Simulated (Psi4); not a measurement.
# C6H15B (triethylborane): a chain of runs

We compute a structure relaxation (SVWN-RPA/def2-SVP), then vibrational wavenumbers of C6H15B (triethylborane). 

The results are computed with Psi4 1.11.

## (1) The system as given

C6H15B has 22 atoms, charge 0, and is taken as a singlet. As SMILES, `CCB(CC)CC`. The shape is that of a PBE0-D4/def2-TZVP optimisation. The run starts from this shape.

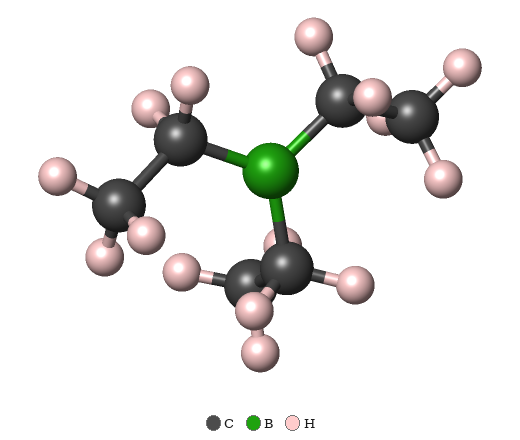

Viewed from a chosen angle; carbon dark grey, boron green, hydrogen pink.

## (2) A geometry optimisation at SVWN-RPA/def2-SVP (density fitting) (run 1)

Input file input.inp:

```
memory 1600 mb

molecule system {
  0 1
  C     -0.873420    -2.126590    -1.404660
  C     -0.260370    -0.749010    -1.624670
  B      0.212770     0.082420    -0.377120
  C      0.214940     1.650390    -0.507380
  C      1.018640     2.469940     0.492670
  C      0.623380    -0.617940     0.969640
  C     -0.592860    -0.600330     1.911370
  H     -0.232820    -2.760730    -0.787180
  H     -1.839780    -2.054050    -0.898660
  H     -1.042210    -2.653110    -2.347400
  H      0.678100    -0.861380    -2.198260
  H     -0.897730    -0.143500    -2.280320
  H     -0.852160     1.923550    -0.438870
  H      0.477270     1.928370    -1.536770
  H      0.905070     3.544520     0.327830
  H      0.711400     2.263920     1.521200
  H      2.086020     2.242010     0.426060
  H      1.450860    -0.094440     1.459600
  H      0.939100    -1.655440     0.823090
  H     -1.442310    -1.136870     1.480690
  H     -0.360230    -1.072380     2.868830
  H     -0.923660     0.420670     2.120310
}

set {
  basis def2-SVP
  reference rks
  geom_maxiter 60
}

opt('svwn')
```

On the command line:

```console
$ psi4 input.inp input.out -n 1
```

input.out:

```text
[...]
  Running in c1 symmetry.
[...]
  Nuclear repulsion =  300.235213126389397
[...]
  Multiplicity = 1
[...]
  Nalpha       = 28
  Nbeta        = 28
[...]
    Number of basis functions: 173
[...]
   @DF-RKS iter   1:  -259.58819135680471    4.86362e-01   8.66778e-03 ADIIS/DIIS
[...]
   @DF-RKS iter   6:  -260.85238583313514   -1.87583e-11   8.03370e-09 DIIS
[...]
  @DF-RKS Final Energy:  -260.85238583313514
   => Energetics <=
    Nuclear Repulsion Energy =            302.6657403147556806
    One-Electron Energy =                -950.7938925377000032
    Two-Electron Energy =                 427.8417964335437773
    DFT Exchange-Correlation Energy =     -40.5660300437345711
    Empirical Dispersion Energy =           0.0000000000000000
    VV10 Nonlocal Energy =                  0.0000000000000000
    Total Energy =                       -260.8523858331351448
[...]
 Multipole Moments:
 ------------------------------------------------------------------------------------
     Multipole            Electronic (a.u.)      Nuclear  (a.u.)        Total (a.u.)
 ------------------------------------------------------------------------------------
 L = 1.  Multiply by 2.5417464519 to convert [e a0] to [Debye]
 Dipole X            :          1.0716405           -1.1140708           -0.0424303
 Dipole Y            :          0.3888104           -0.3742386            0.0145718
 Dipole Z            :         -1.7597017            1.7149741           -0.0447275
 Magnitude           :                                                    0.0633500
[...]
  -Total Gradient:
     Atom            X                  Y                   Z
    ------   -----------------  -----------------  -----------------
       1       -0.000004500840    -0.000017739766    -0.000019450739
       2       -0.000028955574     0.000008814744     0.000015024436
       3        0.000004355643    -0.000010876974     0.000059046621
       4       -0.000022834772    -0.000009301896    -0.000112332143
       5        0.000034455682     0.000028463689     0.000008340863
       6        0.000033628492     0.000007599082    -0.000074270245
       7       -0.000040089847    -0.000007936450     0.000045720889
       8        0.000003088057     0.000005524882    -0.000003045232
       9       -0.000001287649     0.000003389187     0.000004395661
      10        0.000001033855     0.000005740169     0.000003373631
      11        0.000029269156     0.000003379466    -0.000005355979
      12        0.000001062454    -0.000007779721    -0.000007899895
[...]
```

Standard output:

```text
Optimizer: Optimization complete!
```

Wall time 2.2 min (1 thread of AMD EPYC 9R45 (Zen 5), shared host); peak memory 1 GiB.

Step by step:

| step | energy from the first frame kept (eV) | largest force (eV/Å) |
| --- | --- | --- |
| 0 | 0.0000 | 0.9324 |
| 1 | -0.0916 | 0.2327 |
| 2 | -0.0961 | 0.0825 |
| 3 | -0.0976 | 0.0762 |
| 4 | -0.0981 | 0.0704 |
| 5 | -0.0985 | 0.0322 |
| 6 | -0.0986 | 0.0117 |
| 7 | -0.0987 | 0.0082 |
| 8 | -0.0987 | 0.0059 |

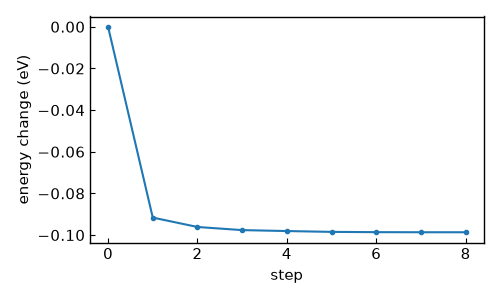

Energy along the run.

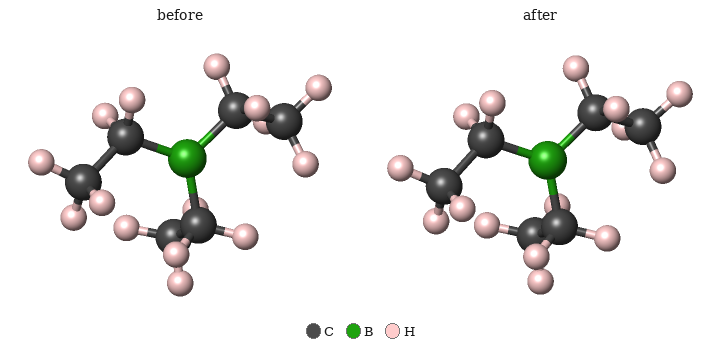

Before and after, at one scale.

After the run. Some bond lengths: C1–C2 1.512 Å, C2–B3 1.562 Å, B3–C4 1.564 Å, C4–C5 1.511 Å, B3–C6 1.561 Å, C6–C7 1.527 Å, C1–H8 1.111 Å, C1–H9 1.111 Å, C1–H10 1.109 Å, C2–H11 1.123 Å, C2–H12 1.113 Å, C4–H13 1.120 Å, C4–H14 1.115 Å, C5–H15 1.109 Å, C5–H16 1.111 Å, C5–H17 1.110 Å. Some angles: C1–C2–B3 118.5°, C2–B3–C4 118.9°, C2–B3–C6 120.7°, C4–B3–C6 120.4°, B3–C4–C5 118.2°, B3–C6–C7 103.9°, C1–C2–H11 109.5°, C1–C2–H12 112.0°, B3–C2–H11 100.1°, B3–C2–H12 111.6°.

## (3) The harmonic vibrations at SVWN-RPA/def2-SVP (density fitting) (run 2)

Input file calc.inp:

```
memory 1.6 GB

molecule {
  0 1
  C     -0.881401    -2.120905    -1.326236
  C     -0.311121    -0.747341    -1.599074
  B      0.225808     0.089341    -0.394782
  C      0.230912     1.649256    -0.501745
  C      0.988099     2.432987     0.544417
  C      0.675096    -0.612811     0.924783
  C     -0.574145    -0.577671     1.803067
  H     -0.205009    -2.722416    -0.682299
  H     -1.852013    -2.056969    -0.789882
  H     -1.063180    -2.709224    -2.248895
  H      0.628962    -0.845329    -2.205688
  H     -0.978233    -0.142016    -2.253215
  H     -0.856817     1.915213    -0.485154
  H      0.527709     1.937282    -1.537527
  H      0.884753     3.531484     0.429217
  H      0.639745     2.179335     1.568842
  H      2.074026     2.203202     0.518832
  H      1.502444    -0.074322     1.435113
  H      0.991414    -1.667547     0.773964
  H     -1.425245    -1.108351     1.324310
  H     -0.410748    -1.054509     2.791966
  H     -0.909133     0.464762     1.995358
  units angstrom
}

set {
  basis def2-SVP
  t 500.0
  rotational_symmetry_number 1
}

frequency('svwn')
```

On the command line:

```console
$ psi4 calc.inp calc.out -n 1
```

calc.out, cut to the lines that bear on the results:

```text
[...]
  Running in c1 symmetry.
[...]
  Nuclear repulsion =  302.665744916371466
[...]
  Multiplicity = 1
[...]
  Nalpha       = 28
  Nbeta        = 28
[...]
    Number of basis functions: 173
[...]
   @DF-RKS iter   1:  -259.57479962403681    5.30597e-01   8.70784e-03 ADIIS/DIIS
[...]
  -Total Gradient:
     Atom            X                  Y                   Z
    ------   -----------------  -----------------  -----------------
       1       -0.000005201111    -0.000017582458    -0.000019725105
       2       -0.000028932844     0.000008738855     0.000014534645
       3        0.000004411953    -0.000010815884     0.000059156432
       4       -0.000023230285    -0.000009288541    -0.000112025813
       5        0.000034847361     0.000027964386     0.000007936592
       6        0.000033619428     0.000007791497    -0.000073966803
       7       -0.000039746176    -0.000007597732     0.000045596441
       8        0.000003214737     0.000005463103    -0.000002920501
       9       -0.000000805640     0.000003328297     0.000004173843
      10        0.000001099430     0.000005905626     0.000003651315
      11        0.000028980410     0.000003451587    -0.000005135908
      12        0.000001334434    -0.000008049219    -0.000007594383
[...]
   @DF-RKS iter  13:  -260.85238583233786   -5.00222e-12   5.01919e-09 DIIS
[...]
  @DF-RKS Final Energy:  -260.85238583233786
   => Energetics <=
    Nuclear Repulsion Energy =            302.6657449163714659
    One-Electron Energy =                -950.7938924811952575
    Two-Electron Energy =                 427.8417916797682210
    DFT Exchange-Correlation Energy =     -40.5660299472822601
    Empirical Dispersion Energy =           0.0000000000000000
    VV10 Nonlocal Energy =                  0.0000000000000000
    Total Energy =                       -260.8523858323378590
[...]
  ==> Harmonic Vibrational Analysis <==
[...]
  Freq [cm^-1]                 56.3326             88.0539             89.6932
[...]
  Freq [cm^-1]                 135.8553            175.3863            201.1634
[...]
  Freq [cm^-1]                2965.2654           2966.3804           2976.8223
[...]
  Freq [cm^-1]                2982.1793           2995.5169           3032.2533
[...]
  Freq [cm^-1]                3049.5840           3052.2077           3052.8912
[...]
  Freq [cm^-1]                3053.4666           3058.5248           3059.8242
[...]
```

Standard output:

```text
Warning: used thermodynamics relations inappropriate for low-frequency modes: ['56.3326' '88.0539' '89.6932' '135.8553' '175.3863' '201.1634' '202.6294'
 '228.3554' '275.2181' '342.1649' '373.5565' '460.9978' '550.3330']
```

Run time: 28 min. Hardware: 1 thread of AMD EPYC 9R45 (Zen 5), shared host; peak memory 1.2 GiB.

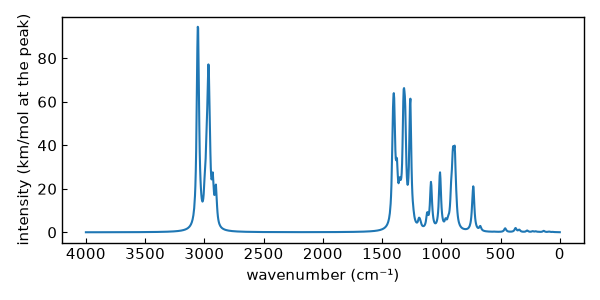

Harmonic infrared spectrum, unscaled, lines broadened by 10 cm⁻¹.

## (4) Outcome

| quantity | value |
| --- | --- |
| run 1, SVWN-RPA/def2-SVP: total energy at the end | -260.85239 Eh |
| run 1, SVWN-RPA/def2-SVP: dipole moment | 0.16 D |
| run 1, SVWN-RPA/def2-SVP: HOMO energy | -6.92 eV |
| run 1, SVWN-RPA/def2-SVP: LUMO energy | -1.68 eV |
| run 1, SVWN-RPA/def2-SVP: HOMO–LUMO gap | 5.23 eV |
| run 2, SVWN-RPA/def2-SVP: lowest harmonic wavenumber | 56 cm⁻¹ |
| run 2, SVWN-RPA/def2-SVP: highest harmonic wavenumber | 3060 cm⁻¹ |
| run 2, SVWN-RPA/def2-SVP: zero-point energy | 507.9 kJ/mol |
| run 2, SVWN-RPA/def2-SVP: ideal-gas entropy at 500 K (symmetry number 1 as used) | 124.6 cal/(mol K) |

What this shows: The optimisation (run 1, SVWN-RPA/def2-SVP) took 9 steps and changed the energy by -0.099 eV. All 60 modes (run 2, SVWN-RPA/def2-SVP) are real, so the shape is a minimum at this level.
